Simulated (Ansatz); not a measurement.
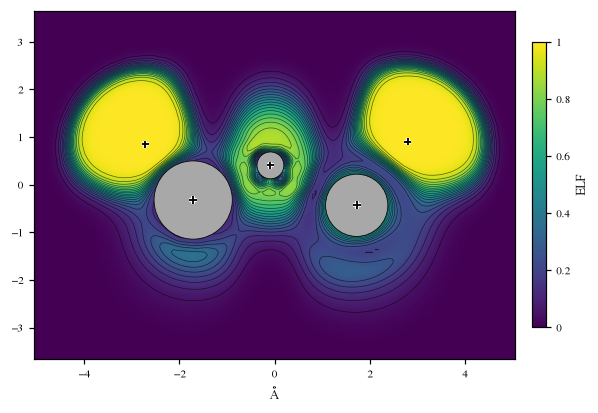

The ELF on a plane through atoms (crosses mark nuclei in the plane; grey discs cover the cores).

All numbers below come from Ansatz 0.2.0, isolated molecule in a Gaussian basis; Kohn-Sham density functional theory, functional PBE0.

Candidates:
A. FGeH$_{3}$OSi (SMILES F[SiH2][O][GeH])
B. GeH$_{6}$OSn (SMILES [GeH3][O][SnH3])
C. CH$_{5}$ClFSi$_{2}$ (charge +1)

Q: Which candidate gave the map?

A: Candidate B: GeH$_{6}$OSn on the plane of atoms O2, Ge1 and H6, which holds Ge, O, Sn and H. Ge–O (1.78 Å): the ELF peaks at about 0.80 in the valence shell of O, 0.6 Å from its nucleus, and is about 0.35 at the midpoint. Sn–O (2.00 Å): the ELF peaks at about 0.80 in the valence shell of O, 0.6 Å from its nucleus, and drops to about 0.15 between the two atoms.
